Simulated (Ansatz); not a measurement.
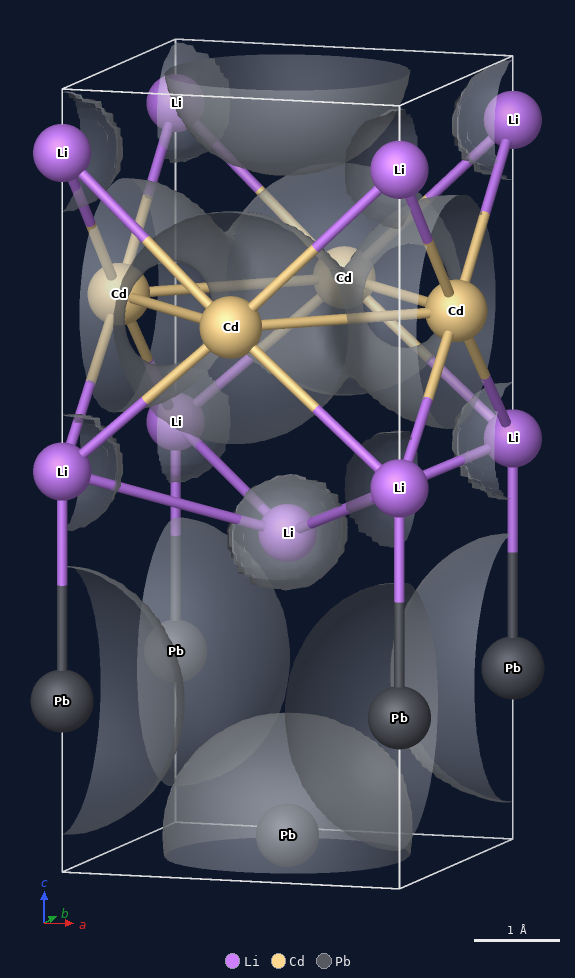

The picture shows: Li3Cd2Pb2. Isosurface of the valence pseudo-density at 0.15 e/Å³ (grey), seen slightly off an axis. Sticks mark near contacts.

Space group P4mm; a generated structure, not necessarily the stable one; computed without spin polarisation.

All numbers below come from DFT PBE, scalar-relativistic, plane waves, PAW in Ansatz.

The density is the valence pseudo-density of a PAW calculation; it isn't the true density close to the nuclei.

Q: How is the density connected at this value?

A: At this value the density is joined into sheets; it holds about 90 % of the electrons treated as valence (semicore included). It bridges the shortest Cd–Cd (2.96 Å) contacts, where the density stays above the isovalue. It is pinched off along the shortest Li–Pb (2.73 Å), Li–Cd (2.77 Å) and Li–Li (3.10 Å) contacts. On the grid the lowest density along these lines, outside the cores, is 0.12 e/Å³ (Li–Pb, 2.73 Å), 0.09 e/Å³ (Li–Cd, 2.77 Å), 0.2 e/Å³ (Cd–Cd, 2.96 Å) and 0.04 e/Å³ (Li–Li, 3.10 Å).
